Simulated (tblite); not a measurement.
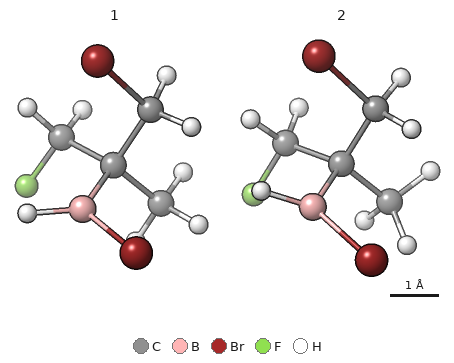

Two geometries of C4H8BBr2F, drawn at one scale. One is the start of a relaxation, the other its converged end. Style: ball-and-stick. Shown from a free direction.

Method: tblite 0.8.0, GFN2-xTB geometry optimisation, gas phase. 

Which geometry has the lower energy?

Answer. Structure 1 is the relaxed one. After 79 geometry steps the energy has fallen by 15.1 kcal/mol. The largest move after the best rigid fit is that of an H atom, 0.66 Å. By element the largest moves are H 0.66 Å, Br 0.29 Å, F 0.18 Å, C 0.13 Å, B 0.10 Å. Among the contacts that change: B–Br 1.987 → 1.853 Å, C–C 1.500 → 1.542 Å, B–H 1.200 → 1.169 Å, Br–C 1.932 → 1.960 Å. Bond angles that change, for instance: C–B–H 115.4° → 122.0°, C–C–H 106.7° → 111.7°, C–C–C 113.5° → 108.5°. Groups turn about C–C by about 35°. Cost: 0.66 s on 1 thread of Arm Neoverse V1, with other jobs on the host.
